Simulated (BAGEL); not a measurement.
# A workflow on CuOH (SMILES [Cu]O)

We compute the energy (HF/6-31G*), then the energy (NEVPT2(2,2)/6-31G*), then the energy (CASPT2(2,2)/6-31G*) of CuOH. 

The results are computed with BAGEL 1.2.2.

1 further run of the same task is left out (set aside as unsound or not needed).

## 1. The molecule

CuOH has 3 atoms, charge 0, and is taken as a singlet. As SMILES, `[Cu]O`. One bond was lengthened or shortened from a relaxed shape.

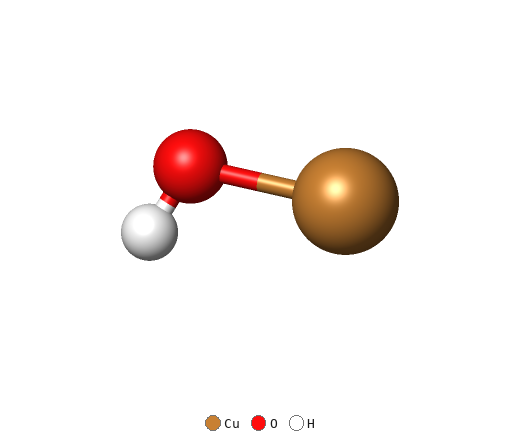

The structure, seen from a chosen angle (copper orange, oxygen red, hydrogen white).

## 2. The energy at HF/6-31G(d) (density fitting with svp-jkfit, spherical functions) (run 1)

The input, input.json:

```json
{ "bagel" : [

{
  "title" : "molecule",
  "basis" : "6-31gs.json",
  "df_basis" : "svp-jkfit",
  "angstrom" : "false",
  "geometry" : [
    { "atom" : "Cu", "xyz" : [ -2.08576442,  0.28372915, -1.10627969 ] },
    { "atom" : "O", "xyz" : [  0.87290418,  0.32636137,  0.51317781 ] },
    { "atom" : "H", "xyz" : [  1.39824615, -1.12075877,  0.63668653 ] }
  ]
},
{ "title" : "hf" },
{ "title" : "print", "file" : "orbitals.molden", "orbitals" : "true" }

]}
```

The basis set 6-31G* is read from a file made from the Basis Set Exchange's data (not shown).

The run is started by

```sh
$ BAGEL_NUM_THREADS=1 BAGEL input.json > input.out
```

What it wrote:

```text
* using 1 threads per process

  ===============================================================
  ===============================================================

  *** Geometry ***

  { "atom" : "Cu", "xyz" : [     -2.085764,      0.283729,     -1.106280 ] },
  { "atom" : "O", "xyz" : [      0.872904,      0.326361,      0.513178 ] },
  { "atom" : "H", "xyz" : [      1.398246,     -1.120759,      0.636687 ] },

  Number of auxiliary basis functions:      359

  Since a DF basis is specified, we compute 2- and 3-index integrals:
    o Being stored without compression. Storage requirement is 0.007 GB

  Number of basis functions:       50
  Number of electrons      :       38

    * METHOD: MOLECULE                             0.13

  *** RHF ***

  === Nuclear Repulsion ===
    80.9610275391

      * DIIS with orbital gradients will be used.

  === RHF iteration (6-31gs.json) ===
      0      -1713.50861481          0.05368963           0.02
      1      -1713.24185828          0.07088484           0.03
      2      -1713.98929552          0.00744276           0.02
      3      -1713.99888967          0.00267238           0.02
      4      -1714.00094314          0.00072893           0.02
      5      -1714.00156721          0.00044067           0.02
      6      -1714.00180359          0.00025628           0.02
      7      -1714.00191015          0.00017950           0.02
      8      -1714.00197622          0.00004373           0.02
      9      -1714.00197827          0.00002331           0.02
     10      -1714.00197896          0.00000716           0.02
     11      -1714.00197899          0.00000271           0.02
     12      -1714.00197900          0.00000165           0.02
     13      -1714.00197900          0.00000109           0.02
     14      -1714.00197900          0.00000055           0.02
     15      -1714.00197900          0.00000026           0.02
     16      -1714.00197900          0.00000016           0.02
     17      -1714.00197900          0.00000009           0.02
     18      -1714.00197900          0.00000006           0.02
     19      -1714.00197900          0.00000003           0.02
     20      -1714.00197900          0.00000001           0.02
     21      -1714.00197900          0.00000001           0.02
    * SCF iteration converged.

    * Permanent dipole moment:
           (    1.788328,     0.473128,     1.029307) a.u.

    * METHOD: HF                                   0.60

    * METHOD: PRINT                                0.01

  ===============================================================
```

It took 0.87 s on 1 thread of Arm Neoverse V1, shared host; peak memory 0.083 GiB.

## 3. A single-point energy at NEVPT2(2,2)/6-31G(d) (density fitting with svp-jkfit, spherical functions) (run 2)

The input, input.json:

```json
{ "bagel": [

{
  "title": "molecule",
  "basis": "6-31gs.json",
  "df_basis": "svp-jkfit",
  "angstrom": "false",
  "geometry": [
    { "atom": "Cu", "xyz": [    -2.08576442,     0.28372915,    -1.10627969 ] },
    { "atom": "O", "xyz": [     0.87290418,     0.32636137,     0.51317781 ] },
    { "atom": "H", "xyz": [     1.39824615,    -1.12075877,     0.63668653 ] }
  ]
},

{ "title": "hf", "charge": 0 },

{ "title": "casscf", "nstate": 1, "nact": 2, "nclosed": 18, "charge": 0, "active": [11, 27], "maxiter": 200, "natocc": "true" },

{
  "title": "nevpt2",
  "nstate": 1,
  "nact": 2,
  "nclosed": 18,
  "charge": 0,
  "active": [11, 27],
  "maxiter": 200,
  "natocc": "true",
  "ncore": 6
},

{ "title": "print", "file": "orbitals.molden", "orbitals": "true" }

]}
```

The basis set 6-31G* is read from a file made from the Basis Set Exchange's data (not shown).

The run is started by

```sh
$ BAGEL_NUM_THREADS=1 BAGEL input.json > input.out
```

What it wrote:

```text
* using 1 threads per process

  ===============================================================
  ===============================================================

  *** Geometry ***

  { "atom" : "Cu", "xyz" : [     -2.085764,      0.283729,     -1.106280 ] },
  { "atom" : "O", "xyz" : [      0.872904,      0.326361,      0.513178 ] },
  { "atom" : "H", "xyz" : [      1.398246,     -1.120759,      0.636687 ] },

  Number of auxiliary basis functions:      359

  Since a DF basis is specified, we compute 2- and 3-index integrals:
    o Being stored without compression. Storage requirement is 0.007 GB

  Number of basis functions:       50
  Number of electrons      :       38

    * METHOD: MOLECULE                             0.12

  *** RHF ***

  === Nuclear Repulsion ===
    80.9610275391

      * DIIS with orbital gradients will be used.

  === RHF iteration (6-31gs.json) ===
      0      -1713.50861481          0.05368963           0.02
      1      -1713.24185828          0.07088484           0.02
      2      -1713.98929552          0.00744276           0.02
      3      -1713.99888967          0.00267238           0.02
      4      -1714.00094314          0.00072893           0.02
      5      -1714.00156721          0.00044067           0.02
      6      -1714.00180359          0.00025628           0.02
      7      -1714.00191015          0.00017950           0.02
      8      -1714.00197622          0.00004373           0.02
      9      -1714.00197827          0.00002331           0.02
     10      -1714.00197896          0.00000716           0.02
     11      -1714.00197899          0.00000271           0.02
     12      -1714.00197900          0.00000165           0.02
     13      -1714.00197900          0.00000109           0.02
     14      -1714.00197900          0.00000055           0.02
     15      -1714.00197900          0.00000026           0.02
     16      -1714.00197900          0.00000016           0.02
     17      -1714.00197900          0.00000009           0.02
     18      -1714.00197900          0.00000006           0.02
     19      -1714.00197900          0.00000003           0.02
     20      -1714.00197900          0.00000001           0.02
     21      -1714.00197900          0.00000001           0.02
    * SCF iteration converged.

    * Permanent dipole moment:
           (    1.788328,     0.473128,     1.029307) a.u.

    * METHOD: HF                                   0.61

  ---------------------------
      CASSCF calculation
  ---------------------------

    ==== Active orbitals : =====
         Orbital 11
         Orbital 27
    ============================

    * nstate   :      1
    * nclosed  :     18
    * nact     :      2
    * nvirt    :     30
  === CASSCF iteration (6-31gs.json) ===

    * Using the second-order algorithm

      0  0     -1714.00214128     6.77e-05      0.01

      1  0     -1714.00840971     9.38e-04      0.09

      2  0     -1714.01720094     9.64e-04      0.12

      3  0     -1714.01825572     1.20e-04      0.13

      4  0     -1714.01827502     4.00e-05      0.13

      5  0     -1714.01827553     1.49e-05      0.13

      6  0     -1714.01827556     5.21e-06      0.13

      7  0     -1714.01827556     1.76e-06      0.14

      8  0     -1714.01827556     5.88e-07      0.13

      9  0     -1714.01827556     1.95e-07      0.14

     10  0     -1714.01827556     6.44e-08      0.11

     11  0     -1714.01827556     2.12e-08      0.11

     12  0     -1714.01827556     7.00e-09      0.09

    * Second-order optimization converged. *

     guess   0:   closed 1.                   open ..

  === FCI iteration ===

      0  0     -1714.00188729     1.07e-01      0.00
      1  0     -1714.01827072     1.38e-03      0.00
      2  0 *   -1714.01827556     1.11e-15      0.00

     * ci vector, state   0, <S^2> = 0.0000
       2.     0.9970704968
       .2    -0.0764880677

    * METHOD: CASSCF                               1.53

    * freezing 6 orbitals

  === DF-NEVPT2 calculation ===

    * 3-index integral transformation done
    * assembly done

      NEVPT2 correlation energy:   -0.5192064297      0.05

          (+0)     -0.4496916019
          (+0)'    -0.0345527919
          (+1)     -0.0037621155
          (+1)'    -0.0000000000
          (+2)     -0.0004390341
          (-1)     -0.0260081587
          (-1)'     0.0000000000
          (-2)     -0.0047527276

      NEVPT2 total energy:       -1714.5374819884

    * METHOD: NEVPT2                               0.09

    * METHOD: PRINT                                0.01

  ===============================================================
```

Run time: 2.5 s. Hardware: 1 thread of Arm Neoverse V1, shared host; peak memory 0.14 GiB.

## 4. The energy at CASPT2(2,2)/6-31G(d) (density fitting with svp-jkfit, spherical functions) (run 3)

The input, input.json:

```json
{ "bagel" : [

{
  "title" : "molecule",
  "basis" : "6-31gs.json",
  "df_basis" : "svp-jkfit",
  "geometry" : [
    { "atom" : "Cu", "xyz" : [ -2.08576442,  0.28372915, -1.10627969 ] },
    { "atom" : "O", "xyz" : [  0.87290418,  0.32636137,  0.51317781 ] },
    { "atom" : "H", "xyz" : [  1.39824615, -1.12075877,  0.63668653 ] }
  ]
},
{ "title" : "hf" },
{ "title" : "casscf", "nstate" : 1, "nact" : 2, "nclosed" : 18, "active" : [11, 27], "maxiter" : 200, "natocc" : "true" },
{ "title" : "print", "file" : "orbitals.molden", "orbitals" : "true" },
{ "title" : "smith", "method" : "caspt2", "ms" : "true", "xms" : "true", "sssr" : "true", "shift" : 0.2, "shift_imag" : "true", "ncore" : 6 }

]}
```

The basis set 6-31G* is read from a file made from the Basis Set Exchange's data (not shown).

The run is started by

```sh
$ BAGEL_NUM_THREADS=1 BAGEL input.json > input.out
```

What it wrote:

```text
* using 1 threads per process

  ===============================================================
  ===============================================================

  *** Geometry ***

  { "atom" : "Cu", "xyz" : [     -2.085764,      0.283729,     -1.106280 ] },
  { "atom" : "O", "xyz" : [      0.872904,      0.326361,      0.513178 ] },
  { "atom" : "H", "xyz" : [      1.398246,     -1.120759,      0.636687 ] },

  Number of auxiliary basis functions:      359

  Since a DF basis is specified, we compute 2- and 3-index integrals:
    o Being stored without compression. Storage requirement is 0.007 GB

  Number of basis functions:       50
  Number of electrons      :       38

    * METHOD: MOLECULE                             0.13

  *** RHF ***

  === Nuclear Repulsion ===
    80.9610275391

      * DIIS with orbital gradients will be used.

  === RHF iteration (6-31gs.json) ===
      0      -1713.50861481          0.05368963           0.02
      1      -1713.24185828          0.07088484           0.02
      2      -1713.98929552          0.00744276           0.02
      3      -1713.99888967          0.00267238           0.02
      4      -1714.00094314          0.00072893           0.02
      5      -1714.00156721          0.00044067           0.02
      6      -1714.00180359          0.00025628           0.02
      7      -1714.00191015          0.00017950           0.02
      8      -1714.00197622          0.00004373           0.02
      9      -1714.00197827          0.00002331           0.02
     10      -1714.00197896          0.00000716           0.02
     11      -1714.00197899          0.00000271           0.02
     12      -1714.00197900          0.00000165           0.02
     13      -1714.00197900          0.00000109           0.02
     14      -1714.00197900          0.00000055           0.02
     15      -1714.00197900          0.00000026           0.02
     16      -1714.00197900          0.00000016           0.02
     17      -1714.00197900          0.00000009           0.02
     18      -1714.00197900          0.00000006           0.02
     19      -1714.00197900          0.00000003           0.02
     20      -1714.00197900          0.00000001           0.02
     21      -1714.00197900          0.00000001           0.02
    * SCF iteration converged.

    * Permanent dipole moment:
           (    1.788328,     0.473128,     1.029307) a.u.

    * METHOD: HF                                   0.61

  ---------------------------
      CASSCF calculation
  ---------------------------

    ==== Active orbitals : =====
         Orbital 11
         Orbital 27
    ============================

    * nstate   :      1
    * nclosed  :     18
    * nact     :      2
    * nvirt    :     30
  === CASSCF iteration (6-31gs.json) ===

    * Using the second-order algorithm

      0  0     -1714.00214128     6.77e-05      0.01

      1  0     -1714.00840971     9.38e-04      0.10

      2  0     -1714.01720094     9.64e-04      0.13

      3  0     -1714.01825572     1.20e-04      0.13

      4  0     -1714.01827502     4.00e-05      0.13

      5  0     -1714.01827553     1.49e-05      0.14

      6  0     -1714.01827556     5.21e-06      0.14

      7  0     -1714.01827556     1.76e-06      0.13

      8  0     -1714.01827556     5.88e-07      0.14

      9  0     -1714.01827556     1.95e-07      0.13

     10  0     -1714.01827556     6.44e-08      0.11

     11  0     -1714.01827556     2.12e-08      0.11

     12  0     -1714.01827556     7.00e-09      0.09

    * Second-order optimization converged. *

     guess   0:   closed 1.                   open ..

  === FCI iteration ===

      0  0     -1714.00188729     1.07e-01      0.00
      1  0     -1714.01827072     1.38e-03      0.00
      2  0 *   -1714.01827556     1.11e-15      0.00

     * ci vector, state   0, <S^2> = 0.0000
       2.     0.9970704968
       .2    -0.0764880677

    * METHOD: CASSCF                               1.55

    * METHOD: PRINT                                0.01

  === SMITH program ===

    * freezing 6 orbitals

    * Approximate memory requirement for SMITH calulation per MPI process:
      o Storage requirement for T-amplitude, lambda, and residual is 0.01 GB
      o Storage requirement for MO integrals is 0.00 GB
    * Calculating and saving rdm4f

    * Zeroth order energy : state  0       -1.5547700927

    * CASPT2 iteration is performed using orthogonal basis

      -------------------------------------------  CASPT2 iteration  ---------------------------------------------------
       #      aibj      arbs      arbi      airj      risj      airs      arst      rist         Etot      error   time
      ------------------------------------------------------------------------------------------------------------------

       0  -0.44958  -0.00567  -0.02699  -0.00400  -0.00056  -0.03042  -0.00000  -0.00000   -0.5172220  0.0036055   0.03
       1  -0.44996  -0.00577  -0.02728  -0.00413  -0.00061  -0.03168  -0.00000  -0.00000   -0.5194345  0.0008069   0.03
       2  -0.45004  -0.00578  -0.02720  -0.00414  -0.00062  -0.03182  -0.00000  -0.00000   -0.5196006  0.0002088   0.03
       3  -0.45003  -0.00578  -0.02720  -0.00412  -0.00063  -0.03186  -0.00000  -0.00000   -0.5196096  0.0000576   0.03
       4  -0.45003  -0.00578  -0.02720  -0.00411  -0.00063  -0.03186  -0.00000  -0.00000   -0.5196104  0.0000155   0.03
       5  -0.45003  -0.00578  -0.02720  -0.00412  -0.00063  -0.03186  -0.00000  -0.00000   -0.5196104  0.0000036   0.03
       6  -0.45003  -0.00578  -0.02720  -0.00412  -0.00063  -0.03186  -0.00000  -0.00000   -0.5196104  0.0000011   0.03
       7  -0.45003  -0.00578  -0.02720  -0.00412  -0.00063  -0.03186  -0.00000  -0.00000   -0.5196104  0.0000003   0.03

      ------------------------------------------------------------------------------------------------------------------

    * CASPT2 energy : state  0    -1714.5395051732
        w/o shift correction      -1714.5378859861
        reference weight              0.8898482171

    * METHOD: SMITH                                0.31

  ===============================================================
```

It took 2.7 s on 1 thread of Arm Neoverse V1, shared host; peak memory 0.14 GiB.

## 5. Summary of results

```
                               quantity           value
         run 1, HF/6-31G*: total energy  -1714.00198 Eh
        run 1, HF/6-31G*: dipole moment          5.38 D
          run 1, HF/6-31G*: HOMO energy        -9.20 eV
          run 1, HF/6-31G*: LUMO energy         0.47 eV
        run 1, HF/6-31G*: HOMO–LUMO gap         9.67 eV
run 2, NEVPT2(2,2)/6-31G*: total energy  -1714.53748 Eh
run 3, CASPT2(2,2)/6-31G*: total energy  -1714.53951 Eh
```
